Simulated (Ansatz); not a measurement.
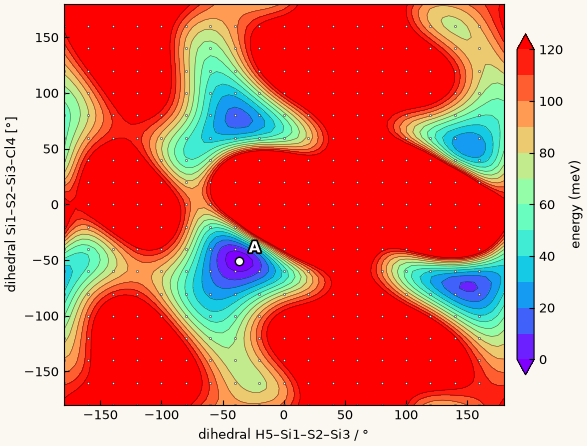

ClH₄SSi₂, SMILES [SiH2]S[SiH2]Cl, spin multiplicity 2. Coordinates scanned: (1) dihedral H5–Si1–S2–Si3; (2) dihedral Si1–S2–Si3–Cl4. Nothing is relaxed (all other coordinates rigid). The grid has 18 × 18 points. Points are written as (first, second). All energies are given in meV relative to the lowest grid point. These are results of UKS SPW92 (LDA)/def2-SVP in Ansatz 0.2.0, not measurements.

The picture shows filled contours, dots at the grid points, one colour for all values above the top of the scale, the well A. Between grid points the surface is interpolated.

### Estimate the position of the minimum and the force constants in these coordinates. Take the well at A.

The interpolated minimum is at dihedral H5–Si1–S2–Si3 ≈ −37°, dihedral Si1–S2–Si3–Cl4 ≈ −51°. The curvatures there are about 0.35 eV/rad² and 0.5 eV/rad², with a cross term of about 0.11 eV/rad². Round the minimum the valley is somewhat tilted: raising dihedral H5–Si1–S2–Si3 shifts the best value of dihedral Si1–S2–Si3–Cl4 downwards (coupling k₁₂/√(k₁₁k₂₂) about 0.3).
